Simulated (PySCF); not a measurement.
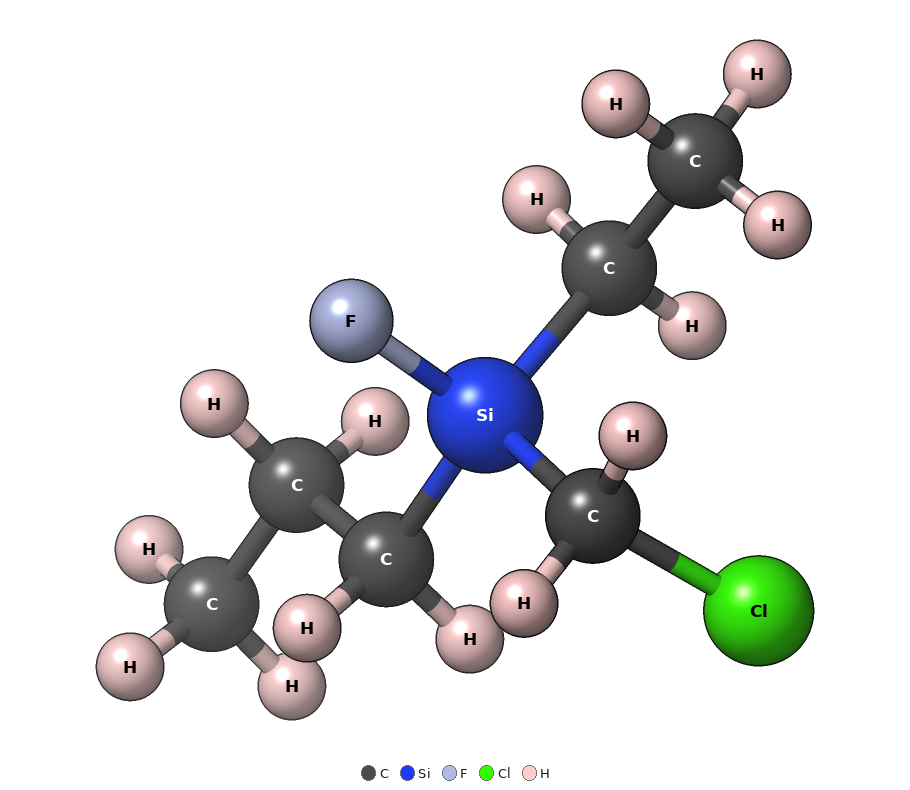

The computed structure is the end point of a GFN2-xTB optimisation. No frequency run is at hand to confirm it as a minimum. Method: PBE0/pcSseg-1, gas phase (PySCF 2.14.0).

What does the calculation give?

The species is C6H14ClFSi (`CCC[Si@](F)(CC)CCl`).
- dipole moment: 0.99 D
- HOMO energy (Kohn–Sham orbital): −7.95 eV
- LUMO energy (Kohn–Sham orbital): 0.47 eV
- HOMO–LUMO gap: 8.43 eV

The geometry is semi-empirical. Around Si such bond lengths and angles can be off by a tenth of an ångström or more and by several degrees, and values that hang on the shape move with them.
